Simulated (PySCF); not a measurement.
**C4H10GeO: density, localisation and related maps**

Input file:

```
{"job": {"kind": "uv", "xc": "B3LYP", "basis": "def2-SVPD", "nstates": 8, "ntriplets": 3}, "charge": 0, "multiplicity": 1}
C      1.931923    -0.105932    -0.444125
C      1.000554     0.199446     0.697075
O      1.339370     0.876416     1.643007
C     -0.408316    -0.290387     0.592977
C     -0.710179    -1.380523    -0.421325
Ge    -1.424546     1.393428     0.226520
H      2.048439    -1.180936    -0.559840
H      1.511502     0.294696    -1.365896
H      2.902009     0.347983    -0.258724
H     -0.711931    -0.611644     1.593353
H     -0.134655    -2.282850    -0.217371
H     -1.768273    -1.636584    -0.372898
H     -0.494082    -1.050541    -1.435875
H     -2.893296     1.086267     0.203109
H     -1.134554     2.439463     1.242227
H     -1.061564     1.910640    -1.133626
```

Launched as:

```sh
OMP_NUM_THREADS=1 python probes_run.py task.json out
```

Geometry: GFN2-xTB.

All numbers below come from B3LYP/def2-SVPD, SCF density, gas phase (PySCF).

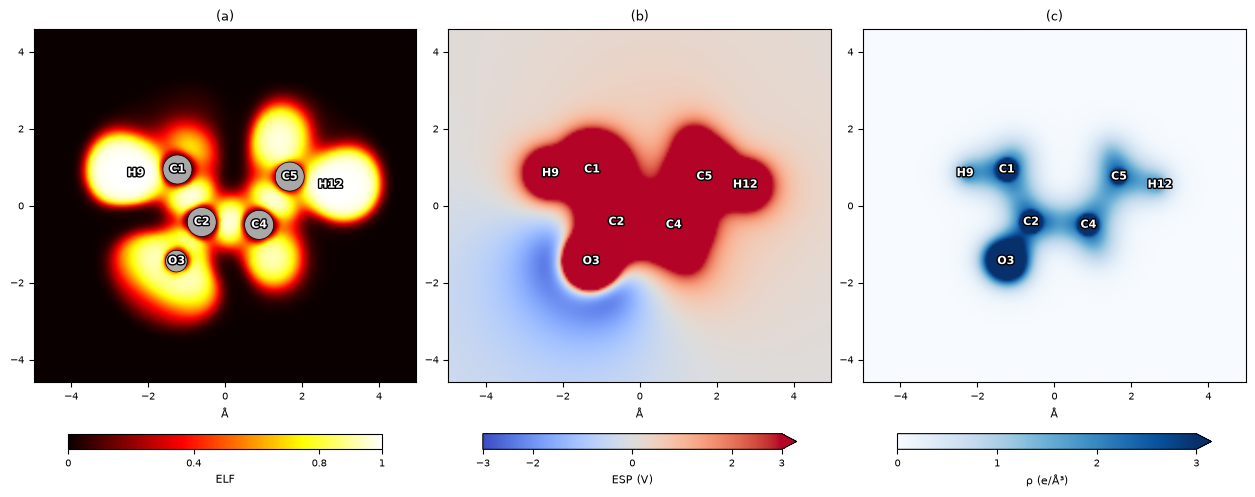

Figure 1. (a) electron localisation function; (b) molecular electrostatic potential; (c) total electron density on the plane of atoms C1, C2 and O3. Grey discs cover the atomic cores in the ELF map.

Q: Read the bonding off the picture.

A: The section cuts through C, O and H sites.
C–O (1.21 Å): ρ is about 3.3 e/Å³ halfway; the ELF peaks at about 0.85 between the atoms (a multiple bond).
C–C (1.50 Å): ρ is about 1.8 e/Å³ halfway; the ELF peaks at about 0.95 between the atoms; a covalent bond.
C–H (1.09 Å): the density is about 2 e/Å³ at the midpoint; the ELF climbs to about 1 towards the hydrogen, as it does in any bond to H: a covalent bond by its length.
The ELF also peaks beside O3, away from the bonds: lone-pair regions.
Outside the dense part of the molecule the potential is most negative (−2.3 V) near O3.

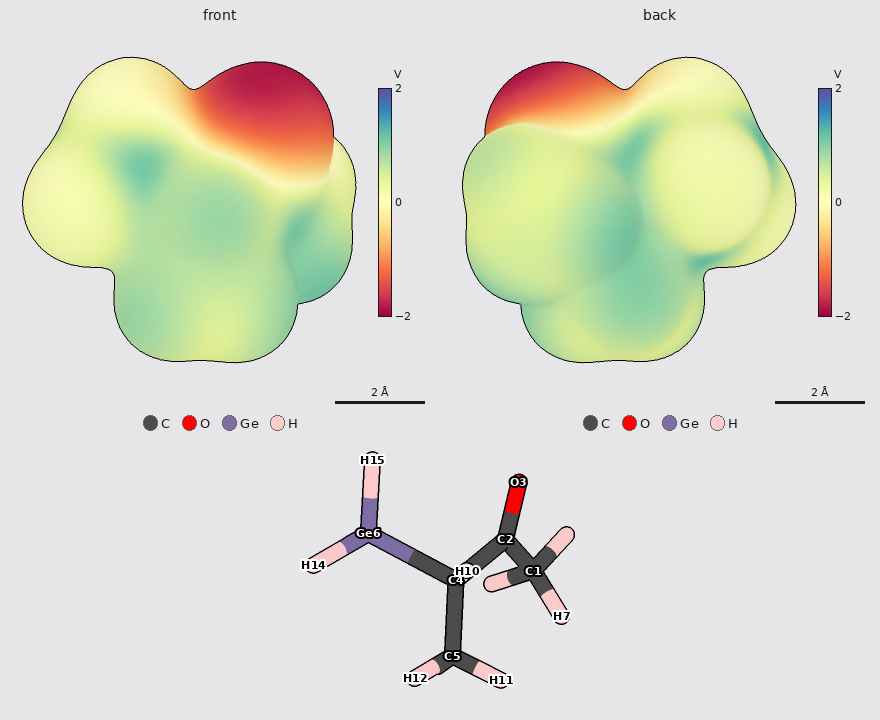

Figure 2. The electrostatic potential painted on the density surface at 0.002 e/bohr³, seen from the front and from behind; red is negative and blue positive. The bare structure is drawn below in the same view.

Q: Where is the surface potential most negative and most positive?

A: The most negative region (about −1.9 V) lies over O3, the most positive (about +1.1 V) over C2, Ge6, H7 and H8. O3 is the likeliest acceptor of a hydrogen bond.
